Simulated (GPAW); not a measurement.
## Screening of a field by a 9-layer slab of Pt(110)

How does a 9-layer slab of Pt(110) screen a perpendicular field?

Main program and level: GPAW 26.7.0; GPAW, PAW setups; slab in vacuum, relaxation, in the first sound run; inputs show where later runs differ.

### 1. Set-up

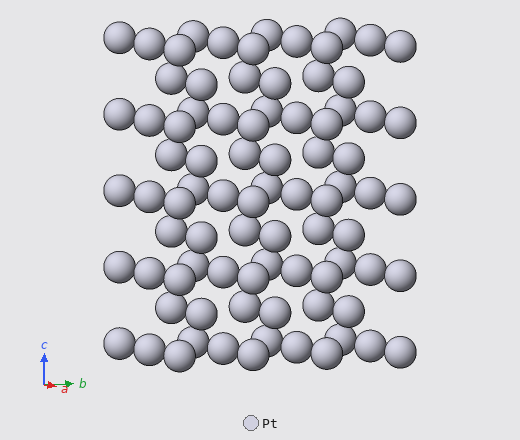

The starting structure, seen from the side, with the c axis up (platinum light grey). 2×3×1 cells are drawn. Some periodic images of atoms are drawn too.

The cell holds 9 atoms: 9 Pt. Cell: a = 3.920 Å, b = 2.772 Å, c = 27.087 Å, α = 90.0°, β = 90.0°, γ = 90.0°. Vacuum lies along c.

### 2. Relaxing the atoms

Forces are removed first; all later runs use this geometry. The lowest 4 atoms are held at bulk positions and keep their forces.

run.py reads:

```python
import json
import numpy as np
from ase import Atoms
from ase.constraints import FixAtoms
from ase.optimize import BFGS
from gpaw import GPAW, PW

slab = Atoms(
    ['Pt', 'Pt', 'Pt', 'Pt', 'Pt', 'Pt', 'Pt', 'Pt', 'Pt'],
    positions=[
        [0.00000, 0.00000, 8.00000],
        [1.96000, 1.38593, 9.38593],
        [0.00000, 0.00000, 10.77186],
        [1.96000, 1.38593, 12.15779],
        [0.00000, 0.00000, 13.54372],
        [1.96000, 1.38593, 14.92965],
        [0.00000, 0.00000, 16.31558],
        [1.96000, 1.38593, 17.70151],
        [0.00000, 0.00000, 19.08743]],
    cell=[[3.92, 0.0, 0.0], [0.0, 2.77186, 0.0], [0.0, 0.0, 27.08743]],
    pbc=[True, True, False])

slab.calc = GPAW(mode=PW(400), xc='PBE', kpts={'size': (8, 11, 1), 'gamma': True},
                 occupations={'name': 'fermi-dirac', 'width': 0.1}, nbands='160%',
                 convergence={'density': 1e-05}, maxiter=200,
                 poissonsolver={'dipolelayer': 'xy'},
                 symmetry={'tolerance': 1e-3, 'extra_ids': [1, 1, 1, 1, 0, 0, 0, 0, 0]}, txt='slab.txt')
result = {}
slab.set_constraint(FixAtoms([0, 1, 2, 3]))
path = []
opt = BFGS(slab, maxstep=0.2)
opt.attach(lambda: path.append((slab.get_potential_energy(), slab.positions.tolist(), slab.get_forces().tolist())))
result['relaxed'] = bool(opt.run(fmax=0.03, steps=40))
result['path'] = path
energy = slab.get_potential_energy()
fermi = slab.calc.get_fermi_level()
v = slab.calc.get_electrostatic_potential().mean((0, 1)) - fermi
n = slab.calc.get_pseudo_density().mean((0, 1))
L = slab.cell[2, 2]
z = np.arange(len(v)) * L / len(v)
low, high = slab.positions[:, 2].min(), slab.positions[:, 2].max()
below, above = np.interp([low - 5.8, high + 5.8], z, v)
slopes = [np.interp(x, z, np.gradient(v, z)) for x in (low - 5.8, high + 5.8)]
eps = np.array([[slab.calc.get_eigenvalues(k, s) for k in range(len(slab.calc.get_ibz_k_points()))]
                for s in range(slab.calc.get_number_of_spins())]) - fermi
top, bottom = eps[eps < 0].max(), eps[eps > 0].min()
dipole = slab.get_dipole_moment()[2]
print(f'energy {energy:.4f} eV, Fermi level {fermi:.4f} eV, dipole {dipole:.5f} e A')
print(f'potential 5.8 A off the faces, from the Fermi level: lower {below:.4f} eV, upper {above:.4f} eV')
print(f'slope of the potential there: lower {slopes[0]:.5f}, upper {slopes[1]:.5f} eV/A')
print(f'nearest levels on the mesh: {top:.4f} and {bottom:.4f} eV')
print('magnetic moment', round(slab.get_magnetic_moment(), 3))
result.update(energy=energy, fermi=fermi, dipole=dipole, below=below, above=above, slopes=slopes, edges=[top, bottom],
              z=z.tolist(), v=v.tolist(), n=n.tolist(), positions=slab.positions.tolist(),
              forces=slab.get_forces(apply_constraint=False).tolist(), moments=slab.get_magnetic_moments().tolist())
json.dump(result, open('result.json', 'w'))
```

Started as:

```sh
$ OMP_NUM_THREADS=1 OPENBLAS_NUM_THREADS=1 python run.py
```

The log of the run:

```text
Step          Energy          fmax
BFGS:    0      -55.179098        1.074414
BFGS:    1      -55.196508        0.920738
BFGS:    2      -55.246122        0.265396
BFGS:    3      -55.248778        0.258620
BFGS:    4      -55.253018        0.241950
BFGS:    5      -55.257615        0.257442
BFGS:    6      -55.262983        0.239332
BFGS:    7      -55.267506        0.269983
BFGS:    8      -55.272167        0.301318
BFGS:    9      -55.276956        0.268585
BFGS:   10      -55.280466        0.154677
BFGS:   11      -55.281872        0.060492
BFGS:   12      -55.282174        0.050529
BFGS:   13      -55.282305        0.042750
BFGS:   14      -55.282433        0.028315
energy -55.0130 eV, Fermi level 2.6806 eV, dipole 0.00078 e A
potential 5.8 A off the faces, from the Fermi level: lower 5.3013 eV, upper 5.2969 eV
slope of the potential there: lower -0.00002, upper 0.00020 eV/A
nearest levels on the mesh: -0.0005 and 0.0017 eV
magnetic moment 0.0
```

Run time: 62 min. Hardware: 1 thread of AMD EPYC 9R45, shared host; peak memory 0.56 GiB.

Step by step:

```tsv
step	energy less that of the first step (eV)	largest force (eV/Å)
1	0.0000	1.0744
2	-0.0176	0.9207
3	-0.0690	0.2654
4	-0.0720	0.2586
5	-0.0769	0.2419
6	-0.0818	0.2574
7	-0.0871	0.2393
8	-0.0911	0.2700
9	-0.0951	0.3013
10	-0.0993	0.2686
11	-0.1024	0.1547
12	-0.1038	0.0605
13	-0.1041	0.0505
14	-0.1043	0.0427
15	-0.1044	0.0283
```

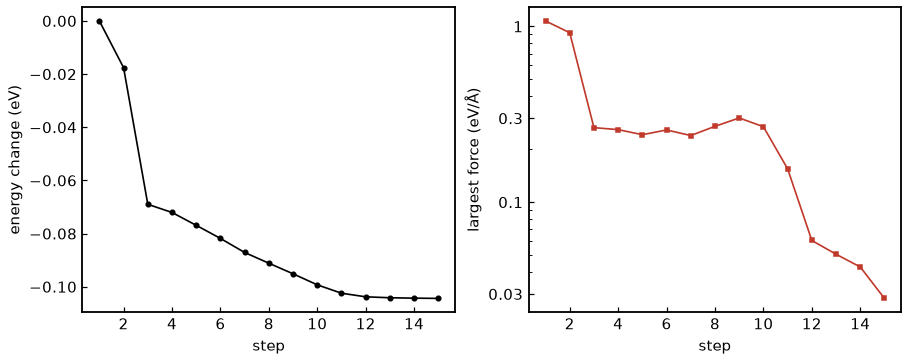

Energy and largest force along the relaxation.

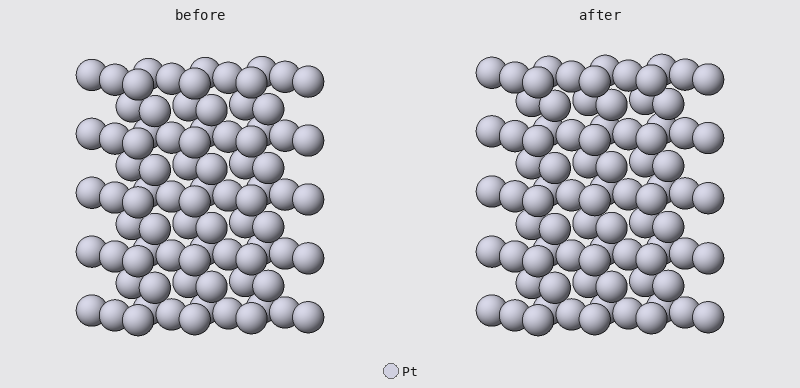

The structure before and after the relaxation, drawn at the same scale.

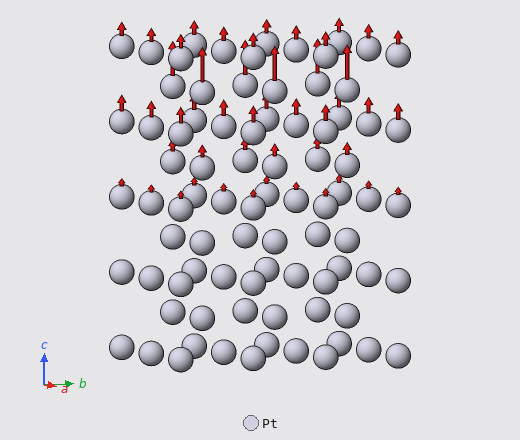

Displacements in the relaxation, exaggerated; the longest in the cell stands for 0.25 Å. 2×3×1 cells are drawn. Some periodic images of atoms are drawn too.

The atoms that moved most (Å):

```tsv
atom	dx	dy	dz	length
Pt8	0.000	0.000	0.248	0.248
Pt7	0.000	0.000	0.118	0.118
Pt9	0.000	0.000	0.102	0.102
Pt6	0.000	0.000	0.092	0.092
Pt5	0.000	0.000	0.059	0.059
```

Final coordinates:

```
Pt
1.0
     3.92000    0.00000    0.00000
     0.00000    2.77186    0.00000
     0.00000    0.00000   27.08743
Pt
9
Direct
  0.00000 0.00000 0.29534
  0.50000 0.50000 0.34650
  0.00000 0.00000 0.39767
  0.50000 0.50000 0.44884
  0.00000 0.00000 0.50218
  0.50000 0.50000 0.55456
  0.00000 0.00000 0.60670
  0.50000 0.50000 0.66264
  0.00000 0.00000 0.70844
```

Numbers from this step:

* dipole along the normal: 7.82e-4 e·Å
* levels nearest the Fermi level on the mesh: -4.68e-4, 0.001655 eV from the Fermi level
* upper work function: 5.297 eV
* lower work function: 5.301 eV

The electrostatic potential energy of an electron (without an applied field's), less the Fermi level, planar mean oscillates, so the rows of the table below give means over windows of 1.41 Å about each position, cut where the curve ends. Its maxima inside the range that stand out by 2 % of the span (Å: eV): 8.7: -7.77, 10.1: -8.35, 11.5: -8.33, 12.9: -7.25, 14.3: -7.66, 15.7: -7.76, 17.2: -6.18, 18.5: -10.7. Its minima: 8.0: -14.9, 9.4: -15.9, 10.7: -16.0, 12.1: -15.9, 13.7: -15.7, 15.1: -15.8, 16.5: -15.6, 18.0: -16.1, 19.2: -15.5.

Table of electrostatic potential energy of an electron (without an applied field's), less the Fermi level, planar mean by z; means over each step:

```tsv
z (Å)	electrostatic potential energy of an electron (without an applied field's), less the Fermi level, planar mean (eV)
0.70	5.30
2.11	5.30
3.52	5.30
4.93	5.28
6.34	4.49
7.75	-8.49
9.16	-11.8
10.57	-12.1
11.98	-11.9
13.39	-11.5
14.80	-11.7
16.21	-11.5
17.62	-11.2
19.03	-11.9
20.44	2.78
21.85	5.25
23.26	5.30
24.67	5.30
26.08	5.30
```

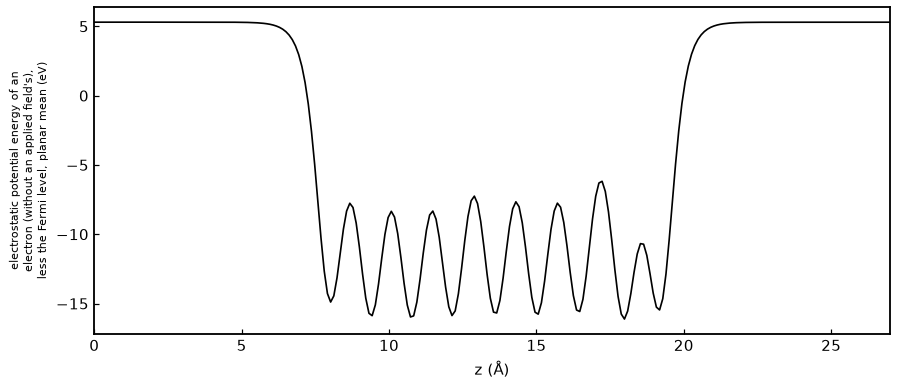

Electrostatic potential energy of an electron (without an applied field's), less the Fermi level, planar mean, plotted against z.

The pseudo valence density, planar mean oscillates, so the rows of the table below give means over windows of 1.41 Å about each position, cut where the curve ends. Its maxima inside the range that stand out by 2 % of the span (Å: e/Å³): 8.0: 1.52, 9.3: 1.54, 10.8: 1.54, 12.1: 1.56, 13.7: 1.54, 15.0: 1.53, 16.5: 1.54, 18.0: 1.57, 19.1: 1.48. Its minima: 8.7: 0.649, 10.2: 0.675, 11.5: 0.642, 12.8: 0.615, 14.3: 0.613, 15.8: 0.640, 17.1: 0.551, 18.6: 0.811.

The pseudo valence density, planar mean by z; means over each step:

```tsv
z (Å)	pseudo valence density, planar mean (e/Å³)
3.52	1.6e-5
4.93	7.0e-4
6.34	0.0397
7.75	0.886
9.16	1.05
10.57	1.06
11.98	1.05
13.39	1.03
14.80	1.04
16.21	1.04
17.62	1.00
19.03	1.08
20.44	0.125
21.85	0.00217
23.26	4.5e-5
```

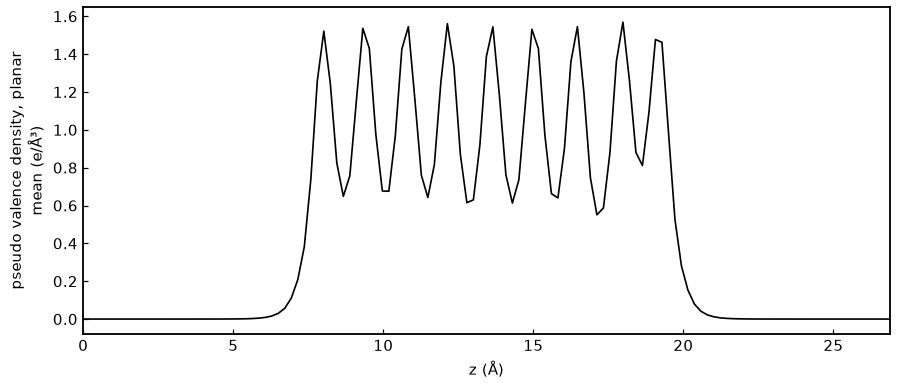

Pseudo valence density, planar mean, plotted against z.

The relaxation lowered the energy of the cell by 0.104 eV (energies extrapolated to zero smearing; the optimiser's log prints free energies). The largest force left on a free atom is 0.028 eV/Å.

### 3. Plane waves, PBE

The work function is the vacuum plateau of the electrostatic potential less the Fermi level; a dipole layer lets the two faces have plateaus of their own.

This step: GPAW, PAW setups; slab in vacuum (GPAW 26.7.0).

run.py, as its differences from that of step 2:

```diff
@@ -3,4 +3,2 @@
 from ase import Atoms
-from ase.constraints import FixAtoms
-from ase.optimize import BFGS
 from gpaw import GPAW, PW
@@ -14,7 +12,7 @@
         [1.96000, 1.38593, 12.15779],
-        [0.00000, 0.00000, 13.54372],
-        [1.96000, 1.38593, 14.92965],
-        [0.00000, 0.00000, 16.31558],
-        [1.96000, 1.38593, 17.70151],
-        [0.00000, 0.00000, 19.08743]],
+        [0.00000, 0.00000, 13.60284],
+        [1.96000, 1.38593, 15.02159],
+        [0.00000, 0.00000, 16.43404],
+        [1.96000, 1.38593, 17.94911],
+        [0.00000, 0.00000, 19.18970]],
     cell=[[3.92, 0.0, 0.0], [0.0, 2.77186, 0.0], [0.0, 0.0, 27.08743]],
@@ -26,10 +24,4 @@
                  poissonsolver={'dipolelayer': 'xy'},
-                 symmetry={'tolerance': 1e-3, 'extra_ids': [1, 1, 1, 1, 0, 0, 0, 0, 0]}, txt='slab.txt')
+                 symmetry={'tolerance': 1e-3}, txt='slab.txt')
 result = {}
-slab.set_constraint(FixAtoms([0, 1, 2, 3]))
-path = []
-opt = BFGS(slab, maxstep=0.2)
-opt.attach(lambda: path.append((slab.get_potential_energy(), slab.positions.tolist(), slab.get_forces().tolist())))
-result['relaxed'] = bool(opt.run(fmax=0.03, steps=40))
-result['path'] = path
 energy = slab.get_potential_energy()
```

The log of the run:

```text
energy -55.0130 eV, Fermi level 2.6806 eV, dipole 0.00050 e A
potential 5.8 A off the faces, from the Fermi level: lower 5.3012 eV, upper 5.2969 eV
slope of the potential there: lower -0.00001, upper 0.00018 eV/A
nearest levels on the mesh: -0.0005 and 0.0017 eV
magnetic moment 0.0
```

Elapsed: 8.7 min, on 1 thread; peak memory 0.55 GiB.

This step gave:

```yaml
dipole_along_the_normal: 5.03e-4 e·Å
levels_nearest_the_fermi_level_on_the_mesh: -4.68e-4, 0.001652 eV from the Fermi level
```

The electrostatic potential energy of an electron (without an applied field's), less the Fermi level, planar mean oscillates, so the rows of the table below give means over windows of 1.41 Å about each position, cut where the curve ends. Its maxima inside the range that stand out by 2 % of the span (Å: eV): 8.7: -7.77, 10.1: -8.35, 11.5: -8.33, 12.9: -7.25, 14.3: -7.66, 15.7: -7.76, 17.2: -6.18, 18.5: -10.7. Its minima: 8.0: -14.9, 9.4: -15.9, 10.7: -16.0, 12.1: -15.9, 13.7: -15.7, 15.1: -15.8, 16.5: -15.6, 18.0: -16.1, 19.2: -15.5.

The electrostatic potential energy of an electron (without an applied field's), less the Fermi level, planar mean by z; means over each step:

(Unchanged from step 2.)

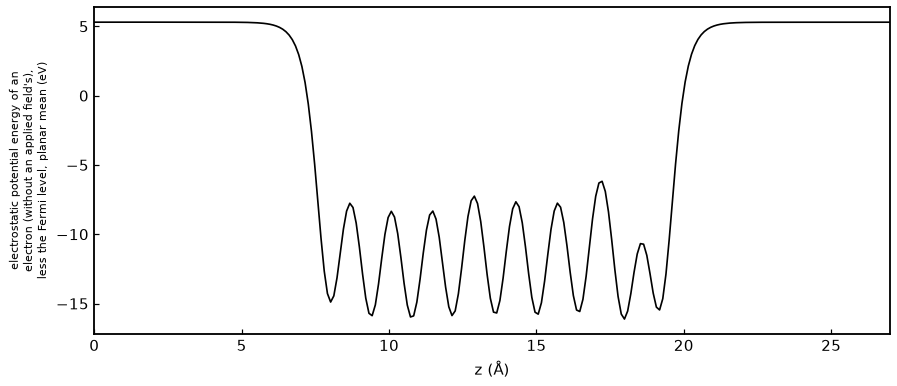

Electrostatic potential energy of an electron (without an applied field's), less the Fermi level, planar mean against z.

The pseudo valence density, planar mean oscillates, so the rows of the table below give means over windows of 1.41 Å about each position, cut where the curve ends. Its maxima inside the range that stand out by 2 % of the span (Å: e/Å³): 8.0: 1.52, 9.3: 1.54, 10.8: 1.54, 12.1: 1.56, 13.7: 1.54, 15.0: 1.53, 16.5: 1.54, 18.0: 1.57, 19.1: 1.48. Its minima: 8.7: 0.649, 10.2: 0.675, 11.5: 0.642, 12.8: 0.615, 14.3: 0.613, 15.8: 0.640, 17.1: 0.551, 18.6: 0.811.

Pseudo valence density, planar mean against z; means over each step:

```tsv
z (Å)	pseudo valence density, planar mean (e/Å³)
3.52	1.6e-5
4.93	7.0e-4
6.34	0.0397
7.75	0.886
9.16	1.05
10.57	1.06
11.98	1.05
13.39	1.03
14.80	1.04
16.21	1.04
17.62	1.00
19.03	1.08
20.44	0.125
21.85	0.00217
23.26	4.5e-5
```

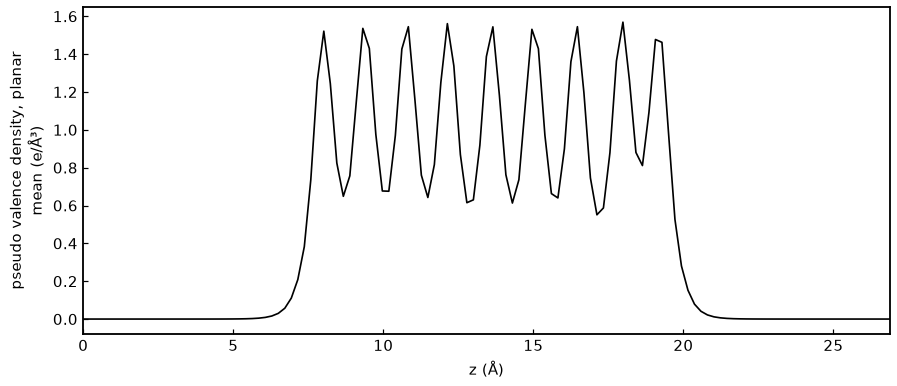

Pseudo valence density, planar mean against z.

Force by atom:

```tsv
atom	x (eV/Å)	y (eV/Å)	z (eV/Å)	size
Pt1	0.00	0.00	0.37	0.37
Pt2	0.00	0.00	-1.07	1.07
Pt3	0.00	0.00	0.16	0.16
Pt4	0.00	0.00	0.55	0.55
Pt5	0.00	0.00	-0.02	0.02
Pt6	0.00	0.00	0.01	0.01
Pt7	0.00	0.00	-0.01	0.01
Pt8	0.00	0.00	-0.01	0.01
Pt9	0.00	0.00	0.03	0.03
```

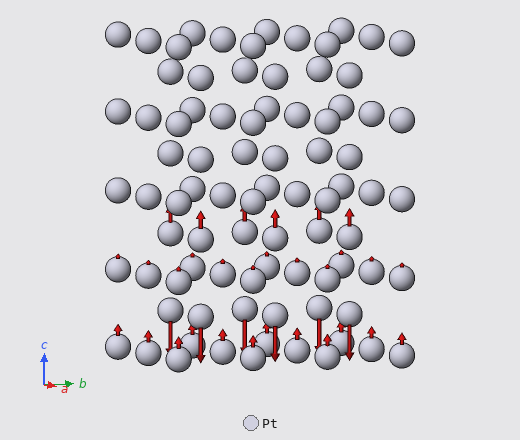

Force as arrows, the longest 1.07 eV/Å. 2×3×1 cells are drawn. Some periodic images of atoms are drawn too.

The potential is flat to 1.8e-4 eV/Å where it is read, so the vacuum is wide enough.

### 4. Field on

A uniform field along the normal polarises the slab; the atoms stay fixed, so this is the electronic response alone.

run.py, as its differences from that of step 3:

```diff
@@ -4,2 +4,3 @@
 from gpaw import GPAW, PW
+from gpaw.external import ConstantElectricField
 
@@ -24,2 +25,3 @@
                  poissonsolver={'dipolelayer': 'xy'},
+                 external=ConstantElectricField(-0.2, [0, 0, 1]),
                  symmetry={'tolerance': 1e-3}, txt='slab.txt')
```

The log of the run:

```text
energy -55.0298 eV, Fermi level 2.6738 eV, dipole -0.16862 e A
potential 5.8 A off the faces, from the Fermi level: lower 3.9096 eV, upper 6.7173 eV
slope of the potential there: lower -0.00014, upper 0.00020 eV/A
nearest levels on the mesh: -0.0008 and 0.0019 eV
magnetic moment 0.0
```

It took 14 min on 1 thread; peak memory 0.78 GiB.

Numbers from this step:

- dipole along the normal: -0.1686 e·Å
- levels nearest the Fermi level on the mesh: -8.14e-4, 0.001861 eV from the Fermi level
- potential below the slab, the applied field's own ramp left out: 3.910 eV from the Fermi level
- potential above the slab, the applied field's own ramp left out: 6.717 eV from the Fermi level

The electrostatic potential energy of an electron (without an applied field's), less the Fermi level, planar mean oscillates, so the rows of the table below give means over windows of 1.41 Å about each position, cut where the curve ends. Its maxima inside the range that stand out by 2 % of the span (Å: eV): 8.7: -8.74, 10.1: -9.04, 11.5: -8.74, 12.9: -7.38, 14.3: -7.51, 15.7: -7.32, 17.2: -5.44, 18.5: -9.68, 26.7: 6.72. Its minima: 8.0: -16.0, 9.4: -16.7, 10.7: -16.5, 12.1: -16.2, 13.7: -15.7, 15.1: -15.5, 16.5: -15.0, 18.0: -15.2, 19.2: -14.3.

Electrostatic potential energy of an electron (without an applied field's), less the Fermi level, planar mean against z; means over each step:

```tsv
z (Å)	electrostatic potential energy of an electron (without an applied field's), less the Fermi level, planar mean (eV)
0.70	4.10
2.11	3.91
3.52	3.91
4.93	3.89
6.34	3.14
7.75	-9.65
9.16	-12.7
10.57	-12.7
11.98	-12.2
13.39	-11.6
14.80	-11.4
16.21	-11.0
17.62	-10.4
19.03	-10.8
20.44	4.13
21.85	6.66
23.26	6.72
24.67	6.72
26.08	6.70
```

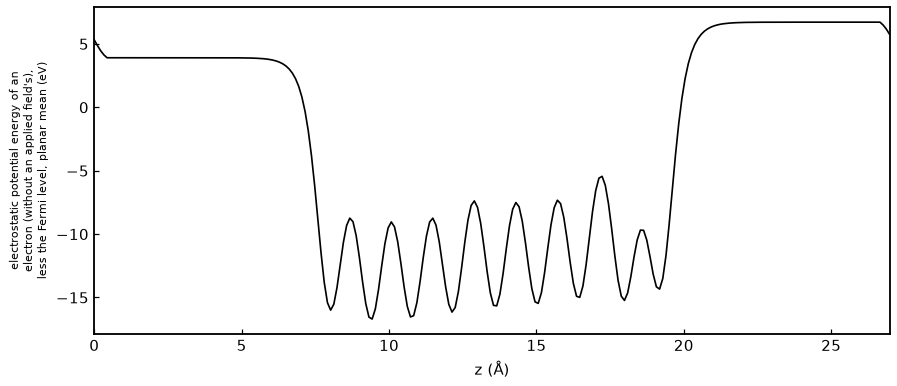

Electrostatic potential energy of an electron (without an applied field's), less the Fermi level, planar mean, plotted against z.

Force by atom:

```tsv
atom	x (eV/Å)	y (eV/Å)	z (eV/Å)	size
Pt1	0.00	0.00	0.38	0.38
Pt2	0.00	0.00	-1.07	1.07
Pt3	0.00	0.00	0.15	0.15
Pt4	0.00	0.00	0.55	0.55
Pt5	0.00	0.00	-0.02	0.02
Pt6	0.00	0.00	0.01	0.01
Pt7	0.00	0.00	-0.02	0.02
Pt8	0.00	0.00	-0.01	0.01
Pt9	0.00	0.00	0.04	0.04
```

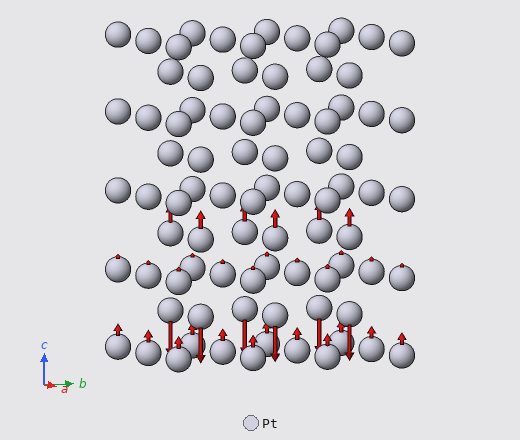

Force as arrows, the longest 1.07 eV/Å. 2×3×1 cells are drawn. Some periodic images of atoms are drawn too.

The dipole is now -0.169 e Å, against 5.0e-4 in the run without a field.

[end of part 1 of 2]

[Logs are printed without paths, hosts, clocks, repeated set-up lines and the standing remarks that a program may print on its own settings, such as how far it seeks lower states.]

[Hosts, paths, dates, database ids (printed as entryN), source tags and the programs' standing remarks are cut or masked in the printed files.]
